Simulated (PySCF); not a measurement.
**OsO3(OH)2: other spin states, a change of charge and excitations**

Aim: at the relaxed geometry of OsO3(OH)2, try other spin states, a change of charge and excitations. The structure is generated, not taken from experiment.

Method: r2SCAN, Os def2-SVP with ECP60, O def2-SVP, H def2-SVP; scalar-relativistic core potentials, no spin–orbit coupling; program: PySCF 2.14.0.

3 further runs of the same task are left out: 2 for a known fault of the program, 1 set aside as unsound or not needed.

### Step 1. The system as given

8 atoms, charge 0, spin multiplicity 1.

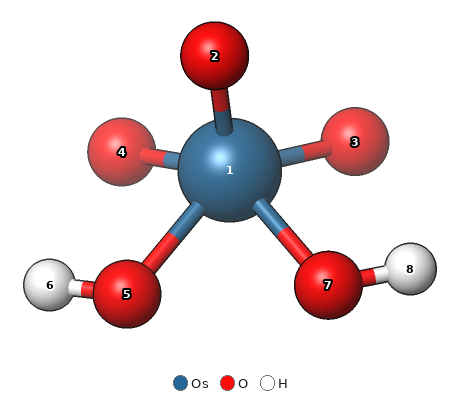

The structure; osmium blue, oxygen red, hydrogen white; atoms are numbered from 1 in the order of the file.

Geometry (Å):

```
Os   -0.0373   -0.0373    0.1017
O     0.0327    0.0327    1.7999
O     1.5738   -0.3084   -0.4359
O    -0.3084    1.5738   -0.4359
O    -1.9222   -0.2969   -0.3270
H    -2.3361    0.5759   -0.4378
O    -0.2969   -1.9222   -0.3270
H     0.5759   -2.3361   -0.4378
```

Formal oxidation states: Os +8. An earlier session relaxed this geometry at r2SCAN, Os def2-SVP with ECP60, O def2-SVP, H def2-SVP (singlet, point group Cs).

Its energy there is -467.586830 Eh.

### Step 2. Multiplicity 3 at the relaxed geometry

File run.py (the lines that set the calculation):

```python
mol = gto.M(atom='''
Os    -0.03733    -0.03733     0.10172
O      0.03268     0.03268     1.79992
O      1.57378    -0.30843    -0.43589
O     -0.30843     1.57378    -0.43589
O     -1.92218    -0.29692    -0.32700
H     -2.33609     0.57593    -0.43777
O     -0.29692    -1.92218    -0.32700
H      0.57593    -2.33609    -0.43777''',
    basis={'Os': 'def2-SVP', 'O': 'def2-SVP', 'H': 'def2-SVP'},
    ecp={'Os': 'def2-SVP'},
    charge=0, spin=2)
mf = dft.UKS(mol, xc='R2SCAN')
mf.grids.atom_grid = (50, 194)
mf = mf.density_fit()  # fitting sets: Os def2-universal-JKFIT, O def2-universal-JKFIT, H def2-universal-JKFIT
mf.conv_tol = 1e-08; mf.max_cycle = 55
mf.kernel(dm0)  # dm0: free metal ions and neutral atoms
```

Started as:

```sh
> OMP_NUM_THREADS=2 python run.py
```

Log:

```text
init E= -476.864868177346
cycle= 1 E= -467.259932569129  delta_E=  9.6  |g|= 0.711  |ddm|= 2.79
cycle= 2 E= -465.087791377881  delta_E= 2.17  |g|=  2.4  |ddm|= 2.35
cycle= 3 E= -466.713908195289  delta_E= -1.63  |g|= 1.27  |ddm|= 2.13
cycle= 4 E= -467.215213954827  delta_E= -0.501  |g|= 0.819  |ddm|= 1.44
cycle= 5 E= -467.467872668777  delta_E= -0.253  |g|= 0.348  |ddm|= 0.687
cycle= 6 E= -467.499567109539  delta_E= -0.0317  |g|= 0.195  |ddm|= 0.294
cycle= 7 E= -467.515732094064  delta_E= -0.0162  |g|= 0.0469  |ddm|= 0.147
cycle= 8 E= -467.516636295243  delta_E= -0.000904  |g|= 0.0234  |ddm|= 0.0631
cycle= 9 E= -467.516874232823  delta_E= -0.000238  |g|= 0.00912  |ddm|= 0.0218
cycle= 10 E= -467.516917181017  delta_E= -4.29e-05  |g|= 0.00263  |ddm|= 0.0111
cycle= 11 E= -467.516921647654  delta_E= -4.47e-06  |g|= 0.000678  |ddm|= 0.00402
cycle= 12 E= -467.516922136761  delta_E= -4.89e-07  |g|= 0.000298  |ddm|= 0.00138
cycle= 13 E= -467.516922296387  delta_E= -1.6e-07  |g|= 0.000146  |ddm|= 0.00111
cycle= 14 E= -467.516922322305  delta_E= -2.59e-08  |g|= 6.14e-05  |ddm|= 0.000463
cycle= 15 E= -467.516922326651  delta_E= -4.35e-09  |g|= 2.12e-05  |ddm|= 0.00021
Extra cycle  E= -467.516922324315  delta_E= 2.34e-09  |g|= 7.97e-05  |ddm|= 7.84e-05
converged SCF energy = -467.516922324315  <S^2> = 2.0154416  2S+1 = 3.0102768
```

It took 10 s on 2 threads of Arm Neoverse V1, shared host.

It gives: E = -467.516922 Eh (+1.902 eV from the relaxed state), HOMO -6.22 eV, LUMO -7.20 eV (over both spins), ⟨S²⟩ = 2.015, Mulliken charge on Os1 +1.19 e. An empty level of one spin lies below a filled level of the other.

### Step 3. One electron removed, multiplicity 2

run.py (the lines that set the calculation): that of step 2 with these lines changed.

```diff
@@ -11,3 +11,3 @@
     ecp={'Os': 'def2-SVP'},
-    charge=0, spin=2)
+    charge=1, spin=1)
 mf = dft.UKS(mol, xc='R2SCAN')
@@ -16,2 +16,2 @@
 mf.conv_tol = 1e-08; mf.max_cycle = 55
-mf.kernel(dm0)  # dm0: free metal ions and neutral atoms
+mf.kernel(dm0)  # dm0: the density of the relaxed state
```

Started as:

```sh
> OMP_NUM_THREADS=2 python run.py
```

Log:

```text
init E= -467.590340353659
  HOMO = -0.304034698449  LUMO = -0.296370934338  gap/eV = 0.20854
cycle= 1 E= -467.114955051277  delta_E= 0.475  |g|= 0.346  |ddm|= 0.696
  HOMO = -0.553596394102  LUMO = -0.54928066964  gap/eV = 0.11744
cycle= 2 E= -466.20733116619  delta_E= 0.908  |g|= 1.45  |ddm|= 1.35
  HOMO = -0.574466420608  LUMO = -0.560498591486  gap/eV = 0.38008
cycle= 3 E= -467.077635422011  delta_E= -0.87  |g|= 0.482  |ddm|= 1.29
  HOMO = -0.562196590323  LUMO = -0.540865919286  gap/eV = 0.58044
cycle= 4 E= -467.106579850081  delta_E= -0.0289  |g|= 0.386  |ddm|= 0.629
  HOMO = -0.551806300259  LUMO = -0.535057867728  gap/eV = 0.45575
cycle= 5 E= -467.159923980377  delta_E= -0.0533  |g|= 0.176  |ddm|= 0.455
  HOMO = -0.551232671725  LUMO = -0.53255919416  gap/eV = 0.50813
cycle= 6 E= -467.170670496283  delta_E= -0.0107  |g|= 0.0567  |ddm|= 0.144
  HOMO = -0.551239656169  LUMO = -0.529922208782  gap/eV = 0.58008
cycle= 7 E= -467.172255896415  delta_E= -0.00159  |g|= 0.0144  |ddm|= 0.0682
  HOMO = -0.550416711468  LUMO = -0.527544622737  gap/eV = 0.62238
cycle= 8 E= -467.172190560749  delta_E= 6.53e-05  |g|= 0.0261  |ddm|= 0.0475
  HOMO = -0.550387673534  LUMO = -0.527364513587  gap/eV = 0.62649
cycle= 9 E= -467.172416536559  delta_E= -0.000226  |g|= 0.0146  |ddm|= 0.0325
  HOMO = -0.550380874332  LUMO = -0.526777515049  gap/eV = 0.64228
cycle= 10 E= -467.172531783746  delta_E= -0.000115  |g|= 0.0075  |ddm|= 0.0226
  HOMO = -0.550338605783  LUMO = -0.526627424044  gap/eV = 0.64521
...
  HOMO = -0.550085083396  LUMO = -0.426212928702  gap/eV = 3.37073
cycle= 20 E= -467.172590424648  delta_E= -4.92e-08  |g|= 0.000102  |ddm|= 0.000484
  HOMO = -0.550085368202  LUMO = -0.426207856445  gap/eV = 3.37088
cycle= 21 E= -467.172590459636  delta_E= -3.5e-08  |g|= 5.95e-05  |ddm|= 0.000446
  HOMO = -0.550088991733  LUMO = -0.426207691963  gap/eV = 3.37098
cycle= 22 E= -467.172590480123  delta_E= -2.05e-08  |g|= 7.22e-05  |ddm|= 0.00037
  HOMO = -0.550087543495  LUMO = -0.426206299597  gap/eV = 3.37098
cycle= 23 E= -467.172590494567  delta_E= -1.44e-08  |g|= 5.18e-05  |ddm|= 0.00027
  HOMO = -0.550087548123  LUMO = -0.426206561154  gap/eV = 3.37097
cycle= 24 E= -467.172590500002  delta_E= -5.43e-09  |g|= 0.000113  |ddm|= 0.000273
  HOMO = -0.550087557754  LUMO = -0.42620655838  gap/eV = 3.37097
cycle= 25 E= -467.172590507268  delta_E= -7.27e-09  |g|= 0.000103  |ddm|= 0.000193
  HOMO = -0.550088150475  LUMO = -0.426206119747  gap/eV = 3.37100
cycle= 26 E= -467.172590514851  delta_E= -7.58e-09  |g|= 5.98e-05  |ddm|= 0.000151
  HOMO = -0.55008880476  LUMO = -0.526212491307  gap/eV = 0.64971
Extra cycle  E= -467.172590353498  delta_E= 1.61e-07  |g|= 0.000631  |ddm|= 0.000986
SCF not converged.
  HOMO = -0.550082385068  LUMO = -0.526152691654  gap/eV = 0.65116
macro= 0  E= -467.172590527474  delta_E= -1.73976e-07  |g|= 0.000631342  1 KF 4 JK
macro= 1  E= -467.172590527472  delta_E= 1.93268e-12  |g|= 3.85226e-05  1 KF 2 JK
macro X = 2  E=-467.172590527472  |g|= 3.85226e-05  total 3 KF 9 JK
converged SCF energy = -467.172590527472  <S^2> = 0.80885635  2S+1 = 2.0580149
```

Wall time 62 s (2 threads of Arm Neoverse V1, shared host).

It gives: E = -467.172591 Eh (+11.272 eV from the relaxed state), HOMO -14.97 eV, LUMO -14.32 eV (over both spins), ⟨S²⟩ = 0.809, Mulliken charge on Os1 +1.39 e. 

### Step 4. One electron added, multiplicity 2

run.py (the lines that set the calculation): that of step 3 with these lines changed.

```diff
@@ -11,3 +11,3 @@
     ecp={'Os': 'def2-SVP'},
-    charge=1, spin=1)
+    charge=-1, spin=1)
 mf = dft.UKS(mol, xc='R2SCAN')
```

Started as:

```sh
> OMP_NUM_THREADS=2 python run.py
```

Log:

```text
init E= -467.590106412633
  HOMO = -0.210574605499  LUMO = -0.202133156021  gap/eV = 0.22970
cycle= 1 E= -467.614508433893  delta_E= -0.0244  |g|= 0.342  |ddm|= 1.06
  HOMO = 0.148263000523  LUMO = 0.181621707029  gap/eV = 0.90774
cycle= 2 E= -467.374666499448  delta_E= 0.24  |g|= 0.805  |ddm|= 1.15
  HOMO = 0.0542675860355  LUMO = 0.0988893116085  gap/eV = 1.21422
cycle= 3 E= -467.639979952973  delta_E= -0.265  |g|= 0.285  |ddm|= 0.871
  HOMO = 0.0393773064874  LUMO = 0.0844424494844  gap/eV = 1.22629
cycle= 4 E= -467.664243737292  delta_E= -0.0243  |g|= 0.133  |ddm|= 0.291
  HOMO = 0.0373884113424  LUMO = 0.0849558909194  gap/eV = 1.29438
cycle= 5 E= -467.670927704144  delta_E= -0.00668  |g|= 0.0519  |ddm|= 0.14
  HOMO = 0.0367123721139  LUMO = 0.0849478842635  gap/eV = 1.31256
cycle= 6 E= -467.671069880589  delta_E= -0.000142  |g|= 0.0483  |ddm|= 0.0587
  HOMO = 0.036549407818  LUMO = 0.0856924180186  gap/eV = 1.33725
cycle= 7 E= -467.671994402752  delta_E= -0.000925  |g|= 0.00568  |ddm|= 0.0376
  HOMO = 0.0366245543118  LUMO = 0.0859296340124  gap/eV = 1.34166
cycle= 8 E= -467.672010278091  delta_E= -1.59e-05  |g|= 0.00072  |ddm|= 0.00533
  HOMO = 0.0366379825043  LUMO = 0.0860234741417  gap/eV = 1.34385
cycle= 9 E= -467.672010975843  delta_E= -6.98e-07  |g|= 0.000487  |ddm|= 0.00224
  HOMO = 0.036610282386  LUMO = 0.0860056615252  gap/eV = 1.34412
cycle= 10 E= -467.672011151009  delta_E= -1.75e-07  |g|= 0.000133  |ddm|= 0.00107
  HOMO = 0.0366042859314  LUMO = 0.085993255501  gap/eV = 1.34394
cycle= 11 E= -467.67201115877  delta_E= -7.76e-09  |g|= 0.000132  |ddm|= 0.000301
  HOMO = 0.0366029998476  LUMO = 0.0859898506656  gap/eV = 1.34388
cycle= 12 E= -467.672011162487  delta_E= -3.72e-09  |g|= 0.000106  |ddm|= 0.000171
  HOMO = 0.0366065751247  LUMO = 0.0859914889745  gap/eV = 1.34383
cycle= 13 E= -467.672011167676  delta_E= -5.19e-09  |g|= 3.24e-05  |ddm|= 0.000113
  HOMO = 0.0366032517454  LUMO = 0.0859867370396  gap/eV = 1.34379
Extra cycle  E= -467.672011164799  delta_E= 2.88e-09  |g|= 9.27e-05  |ddm|= 0.00011
converged SCF energy = -467.672011164799  <S^2> = 0.75381347  2S+1 = 2.0038098
```

Wall time 8.4 s (2 threads of Arm Neoverse V1, shared host).

Read off: E = -467.672011 Eh (-2.318 eV from the relaxed state), HOMO 1.00 eV, LUMO 2.13 eV (over both spins), ⟨S²⟩ = 0.754, Mulliken charge on Os1 +1.08 e. The highest filled level lies above zero; it isn't the detachment energy.

### Step 5. Singlet excitations, Tamm-Dancoff CAM-B3LYP

run.py (the lines that set the calculation): that of step 4 with these lines changed.

```diff
@@ -11,4 +11,4 @@
     ecp={'Os': 'def2-SVP'},
-    charge=-1, spin=1)
-mf = dft.UKS(mol, xc='R2SCAN')
+    charge=0, spin=0)
+mf = dft.RKS(mol, xc='CAMB3LYP')
 mf.grids.atom_grid = (50, 194)
```

Started as:

```sh
> OMP_NUM_THREADS=2 python run.py
```

Log:

```text
init E= -467.467161904914
  HOMO = -0.392555430935183  LUMO = -0.128875700464729  gap/eV = 7.17509
cycle= 1 E= -467.464837174259  delta_E= 0.00232  |g|= 0.222  |ddm|= 0.254
  HOMO = -0.39038167533457  LUMO = -0.167685365869058  gap/eV = 6.05988
cycle= 2 E= -467.414144706721  delta_E= 0.0507  |g|= 0.579  |ddm|= 0.525
  HOMO = -0.39323082471299  LUMO = -0.145893919853446  gap/eV = 6.73038
cycle= 3 E= -467.473225330715  delta_E= -0.0591  |g|= 0.0402  |ddm|= 0.375
  HOMO = -0.394559235269498  LUMO = -0.143608954791482  gap/eV = 6.82870
cycle= 4 E= -467.473521432995  delta_E= -0.000296  |g|= 0.0104  |ddm|= 0.0319
  HOMO = -0.393797108773877  LUMO = -0.143240493093735  gap/eV = 6.81799
cycle= 5 E= -467.473543433154  delta_E= -2.2e-05  |g|= 0.00358  |ddm|= 0.00963
  HOMO = -0.393926196289687  LUMO = -0.143521117482802  gap/eV = 6.81387
cycle= 6 E= -467.473545325582  delta_E= -1.89e-06  |g|= 0.00306  |ddm|= 0.0047
  HOMO = -0.394088375514712  LUMO = -0.143684561837922  gap/eV = 6.81383
cycle= 7 E= -467.473547381848  delta_E= -2.06e-06  |g|= 0.000571  |ddm|= 0.00249
  HOMO = -0.394048989681122  LUMO = -0.143661038020383  gap/eV = 6.81340
cycle= 8 E= -467.473547700939  delta_E= -3.19e-07  |g|= 0.000164  |ddm|= 0.00177
  HOMO = -0.394048107222543  LUMO = -0.143653924985276  gap/eV = 6.81357
cycle= 9 E= -467.47354772849  delta_E= -2.76e-08  |g|= 3.54e-05  |ddm|= 0.000588
  HOMO = -0.394047169262166  LUMO = -0.143650462848846  gap/eV = 6.81364
cycle= 10 E= -467.473547729968  delta_E= -1.48e-09  |g|= 1.81e-05  |ddm|= 0.00013
  HOMO = -0.394047054399087  LUMO = -0.143652192813789  gap/eV = 6.81359
Extra cycle  E= -467.473547729724  delta_E= 2.44e-10  |g|= 4.67e-05  |ddm|= 4.8e-05
converged SCF energy = -467.473547729724
```

Wall time 63 s (2 threads of Arm Neoverse V1, shared host).

Read off: E = -467.473548 Eh, HOMO -10.72 eV, LUMO -3.91 eV, Mulliken charge on Os1 +1.26 e. 

Singlet excitations:

```
state  energy (eV)  oscillator strength
    1         2.91               0.0002
    2         3.34               0.0030
    3         3.46               0.0008
    4         3.61               0.0019
    5         3.79               0.0021
    6         3.97               0.0048
    7         4.01               0.0002
    8         4.16               0.0052
```

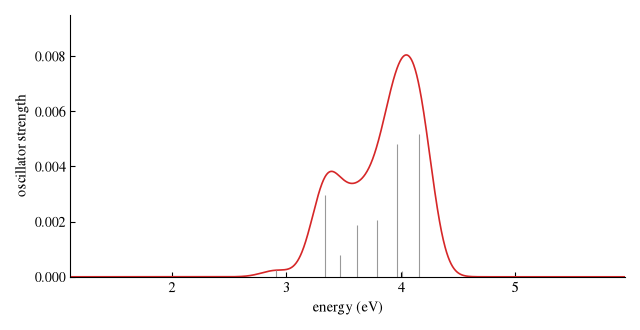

Absorption from the eight lowest singlets. Lines are broadened to a width of 0.30 eV (Gaussian).

### Step 6. The states side by side

| state | energy from the relaxed state (eV) | ⟨S²⟩ | time |
| --- | --- | --- | --- |
| charge 0, singlet, vacuum (relaxed) | 0 | 0.00 |  |
| charge -1, doublet, vacuum | -2.32 | 0.75 | 8.4 s |
| charge 0, triplet, vacuum | 1.90 | 2.02 | 10 s |
| charge +1, doublet, vacuum | 11.27 | 0.81 | 62 s |

An electron taken off or put on is at rest in vacuum. 

In the excitation run (CAM-B3LYP), the lowest singlet lies at 2.91 eV (gaps between orbitals at other levels can't be set against it), and the brightest of the eight at 4.16 eV (f = 0.005); spin–orbit coupling would mix in triplets. Removing an electron vertically costs 11.27 eV (doublet), against −HOMO = 8.18 eV. Adding an electron vertically releases 2.32 eV (doublet). The triplet lies 1.90 eV above at this geometry. The bases are small and lack diffuse functions. Spin–orbit coupling is left out.
